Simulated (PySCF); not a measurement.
# SiO2 (silicon dioxide molecule): levels of theory compared

Aim: a comparison of 6 runs (PBE/STO-6G, UMP2/STO-6G, CCSDT/STO-6G, CCSDTQ/STO-6G, CISD/STO-6G, CCSD(T)/STO-6G) of SiO2 (silicon dioxide molecule). 

The results are computed with PySCF 2.14.0.

4 further runs of the same task are left out: 2 that didn't finish, 2 set aside as unsound or not needed.

**1. Starting point**

The species is SiO2 (3 atoms), meant as a singlet with charge 0. SMILES: `O=[Si]=O`. One bond was lengthened or shortened from a relaxed shape.

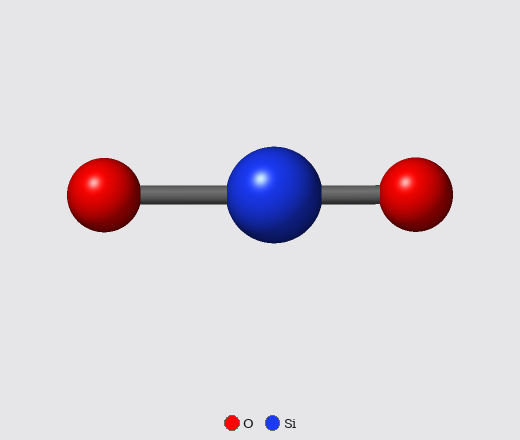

Viewed from a chosen angle; oxygen red, silicon blue.

**2. A single-point energy at PBE/STO-6G (run 1)**

Input file calc.py:

```python
from pyscf import gto, dft

mol = gto.M(
    atom='O 0.829613 1.460644 0.616513; Si -0.000730 0.000440 -0.000160; O -0.690510 -1.217740 -0.513580',
    spin=0,
    charge=0,
    verbose=3,
    basis='sto-6g',
    max_memory=1860,
)

myscf = dft.RKS(mol)
myscf.xc = 'pbe'
myscf.conv_tol = 1e-10
myscf.grids.level = 5
myscf.kernel()
if not myscf.converged:
    myscf = myscf.newton().run(myscf.mo_coeff, myscf.mo_occ)

e_final = myscf.e_tot
print('Final energy', e_final)
```

The run is started by

```
OMP_NUM_THREADS=1 python calc.py
```

Log:

```text
converged SCF energy = -437.81925702259
Final energy -437.81925702259036
```

Wall time 3.6 s (1 thread of Arm Neoverse V1, shared host); peak memory 0.19 GiB.

**3. The energy at UMP2/STO-6G (run 2)**

Input file geometry.xyz:

```xyz
3
O2Si
O      0.829613     1.460644     0.616513
Si    -0.000730     0.000440    -0.000160
O     -0.690510    -1.217740    -0.513580
```

Input file calc.py:

```python
from pyscf import gto, mp

mol = gto.M(
    atom='geometry.xyz',
    basis='sto-6g',
    verbose=4,
    max_memory=1860,
)

calc0 = mol.UHF()
calc0.conv_tol = 1e-10
calc0.kernel()
if not calc0.converged:
    calc0 = calc0.newton().run(calc0.mo_coeff, calc0.mo_occ)
for _ in range(3):
    mo, _, stable, _ = calc0.stability(return_status=True)
    if stable:
        break
    calc0.kernel(calc0.make_rdm1(mo, calc0.mo_occ))

pt = mp.MP2(calc0, frozen=7).run()
etot = pt.e_tot
print('E(%s) = %.9f' % ('MP2', etot))
```

The run is started by

```
OMP_NUM_THREADS=1 python calc.py
```

Log:

```text
PySCF version 2.14.0

[... 115 lines left out ...]
converged SCF energy = -436.821903654811  <S^2> = 5.4995297e-10  2S+1 = 1
[... 108 lines left out ...]
converged SCF energy = -436.825583553284  <S^2> = 0.42687316  2S+1 = 1.645446
[... 3 lines left out ...]
******** <class 'pyscf.mp.ump2.UMP2'> ********
nocc = (np.int64(8), np.int64(8)), nmo = (12, 12)
frozen orbitals 7
E(UMP2) = -436.992011801068  E_corr = -0.166428247784339
E(SCS-UMP2) = -436.985006591505  E_corr = -0.159423038220896
E_corr(same-spin) = -0.0464894528311284
E_corr(oppo-spin) = -0.119938794953211
E(MP2) = -436.992011801
```

Run time: 1.2 s. Hardware: 1 thread of Arm Neoverse V1, shared host; peak memory 0.12 GiB.

Runs 3 to 5 aren't shown in full; the table further down has their settings and results.

**4. A single-point energy at CCSD(T)/STO-6G (run 6)**

Input file calc.py:

```python
from pyscf import gto, cc

system = gto.M(
    atom=[
    ('O', (0.829613, 1.460644, 0.616513)),
    ('Si', (-0.000730, 0.000440, -0.000160)),
    ('O', (-0.690510, -1.217740, -0.513580)),
],
    verbose=3,
    basis='sto-6g',
    max_memory=1860,
    spin=0,
)

myscf = system.RHF()
myscf.conv_tol = 1e-10
myscf.kernel()
if not myscf.converged:
    myscf = myscf.newton().run(myscf.mo_coeff, myscf.mo_occ)

mycc = cc.CCSD(myscf, frozen=7)
mycc.kernel()
e_t = mycc.ccsd_t()
etot = mycc.e_tot + e_t
print('E = %.10f Eh' % etot)
```

The run is started by

```
OMP_NUM_THREADS=1 python calc.py
```

Log:

```text
converged SCF energy = -436.821903654805
E(CCSD) = -437.0155117348198  E_corr = -0.1936080800148851
CCSD(T) correction = -0.0306878504985168
E = -437.0461995853 Eh
```

Wall time 1.2 s (1 thread of Arm Neoverse V1, shared host); peak memory 0.12 GiB.

**5. All runs side by side**

| run | level | integration grid | frozen core orbitals | energy (Eh) | dipole moment (D) of the reference | HOMO energy (eV) | LUMO energy (eV) | wall time |
| --- | --- | --- | --- | --- | --- | --- | --- | --- |
| 1 | PBE/STO-6G | 5 | – | -437.819257 | 0.35 | -1.99 | 0.54 | 3.6 s |
| 2 | UMP2/STO-6G | – | 7 | -436.992012 | 0.10 | -7.46 | 7.22 | 1.2 s |
| 3 | CCSDT/STO-6G | – | 7 | -437.048188 | 0.36 | -7.94 | 7.02 | 1.6 s |
| 4 | CCSDTQ/STO-6G | – | 7 | -437.050119 | 0.36 | -7.94 | 7.02 | 21 s |
| 5 | CISD/STO-6G | – | 7 | -437.002966 | 0.36 | -7.94 | 7.02 | 0.93 s |
| 6 | CCSD(T)/STO-6G | – | 7 | -437.046200 | 0.36 | -7.94 | 7.02 | 1.2 s |

**6. Outcome**

```
                                          quantity          value
                               run 6: total energy  -437.04620 Eh
       run 6: dipole moment (Hartree–Fock density)         0.36 D
        run 6: HOMO energy (Hartree–Fock orbitals)       -7.94 eV
        run 6: LUMO energy (Hartree–Fock orbitals)        7.02 eV
      run 6: HOMO–LUMO gap (Hartree–Fock orbitals)       14.96 eV
run 6: correlation energy (7 core orbitals frozen)     -224.3 mEh
                             run 6: (T) correction     -30.69 mEh
                              run 6: T1 diagnostic          0.057
```

**Reading.** In run 6 the T1 diagnostic is large, so a single reference may not serve. In runs 1, 2, 3, 4, 5, 6 the basis is minimal, so the values are rough. Spin contamination of the reference: run 2 ⟨S²⟩ = 0.43. All runs together took 30 s, the longest 21 s.
